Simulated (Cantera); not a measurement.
Input: 1 mol SiHCl3, a varied amount of NH3, equilibrated at 1973.15 K and 190 Pa.

These are equilibrium values from Cantera (NASA tables, ideal gas, pure condensed phases), not measurements of a reactor. Candidate condensed phases: NH4Cl, Si, Si3N4; 28 gas species. The tables' values for SiCl, SiCl3, SiN are old estimates; treat these amounts as uncertain. Gases not in the tables: Si2H6 and higher silanes. The numbers say what is thermodynamically allowed, not how fast it happens.

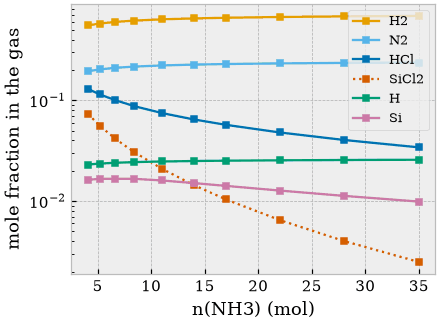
Figure: Equilibrium gas composition (values under 1e-9 drawn at 1e-9)

At 4.1 mol NH3 nothing is condensed. From 5.2 mol NH3 to 8.4 mol NH3 the condensed part is Si(l). From 11 mol NH3 to 35 mol NH3 nothing is condensed. The main Si-bearing gas is SiCl2 at 4.1 mol NH3 and Si at 35 mol NH3.
